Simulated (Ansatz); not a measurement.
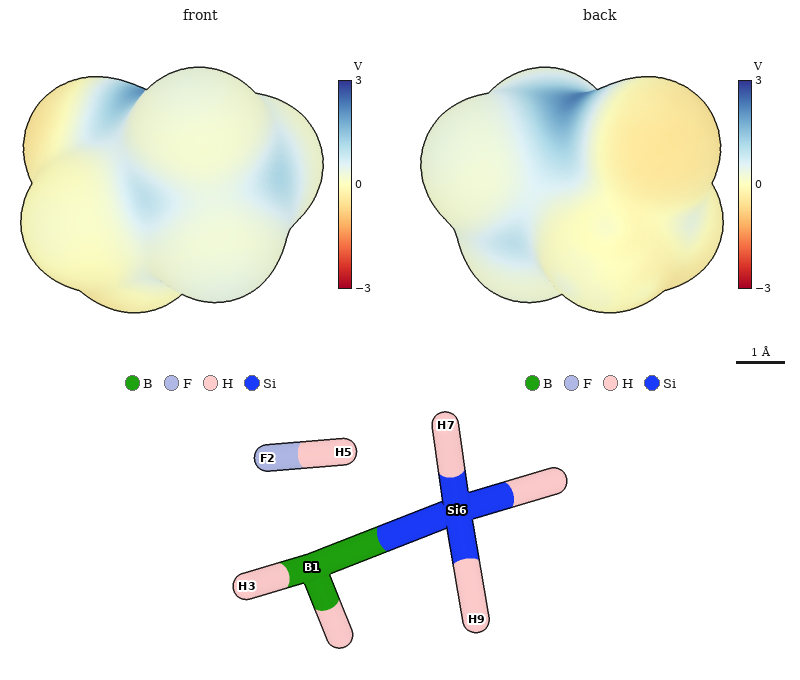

BH₅Si···HF. The electrostatic potential painted on the density surface at 0.002 e/bohr³, seen from the front and from behind; the colour scale runs from red (negative) to blue (positive). The bare structure is drawn below in the same view.

A transition-state structure; geometry: PBE0-D4/def2-TZVP.

These are results of Ansatz, RKS PBE0-D4/def2-TZVPP, not measurements.

```json
{"atom": "B", "x (Å)": "-0.1330", "y (Å)": "-0.2501", "z (Å)": "-1.0296"}
{"atom": "F", "x (Å)": "-1.4803", "y (Å)": "-1.1755", "z (Å)": "-0.7751"}
{"atom": "H", "x (Å)": "0.7406", "y (Å)": "-0.9712", "z (Å)": "-1.4022"}
{"atom": "H", "x (Å)": "-0.4621", "y (Å)": "0.7094", "z (Å)": "-1.6565"}
{"atom": "H", "x (Å)": "-0.9846", "y (Å)": "-0.6915", "z (Å)": "0.0783"}
{"atom": "Si", "x (Å)": "0.3992", "y (Å)": "0.4229", "z (Å)": "0.9131"}
{"atom": "H", "x (Å)": "0.8796", "y (Å)": "-0.5872", "z (Å)": "1.8929"}
{"atom": "H", "x (Å)": "-0.5220", "y (Å)": "1.3645", "z (Å)": "1.6030"}
{"atom": "H", "x (Å)": "1.5624", "y (Å)": "1.1786", "z (Å)": "0.3761"}
```

Question: Where is the surface potential most negative and most positive?

Answer: The most negative region (about −0.5 V) lies over F2, the most positive (about +2.1 V) over H5 and Si6.
